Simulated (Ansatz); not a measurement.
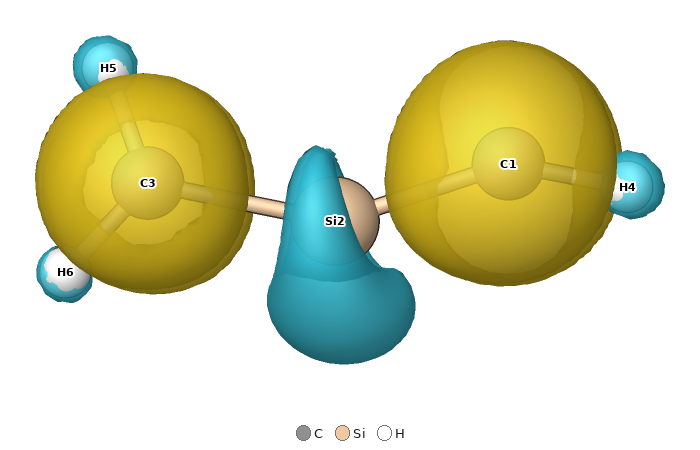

The picture shows: C$_{2}$H$_{3}$Si (doublet). Isosurfaces of the spin density at +0.015 (yellow) and −0.015 e/Å³ (cyan), seen across its widest extent.

Computed with UKS LDA/def2-SVP in Ansatz 0.2.0.

```xyz
6

C    -1.8016   -1.0004   -0.3964
Si   -0.3106   -0.3854   -0.7848
C     1.1043    0.5249   -0.3534
H    -2.6924   -1.5877   -0.6553
H     1.1925    0.9928    0.6431
H     1.9306    0.6706   -1.0681
```

Q: Which atoms carry the spin?

A: The unpaired spin (1 electron) lies mostly on C1 (about 0.6) and C3 (about 0.4), in electrons by Hirshfeld's partition.
